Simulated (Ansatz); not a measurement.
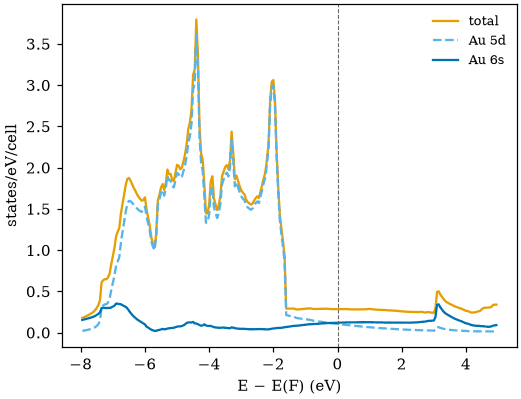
Figure. Total and projected density of states of Au (fcc (Cu type), space group No. 225), PBEsol (plane waves, PAW; program Ansatz)

Question: Which orbitals carry the states next to the Fermi level?

Answer: Within 0.5 eV of the Fermi level: Au 6s 42 %, Au 5d 37 %, outside the projected shells 21 %. Projections are on Löwdin-orthogonalised atomic valence shells; empty p or d shells of many metals are not among them.

Question: Where is the tallest occupied peak in this window, and what makes it?

Answer: Near -4.4 eV, about 3.8 states/eV per cell; the largest projected share is Au 5d.

Space group Fm-3m (fcc (Cu type)). The PBEsol relaxation kept the symmetry of its start. Spin–orbit coupling is left out wherever it is not named.

Potentials: the earlier of the program's two PAW sets. The files were generated under PBE; for other functionals the program regenerates the frozen cores, and for LDA and PBEsol the local potential too.
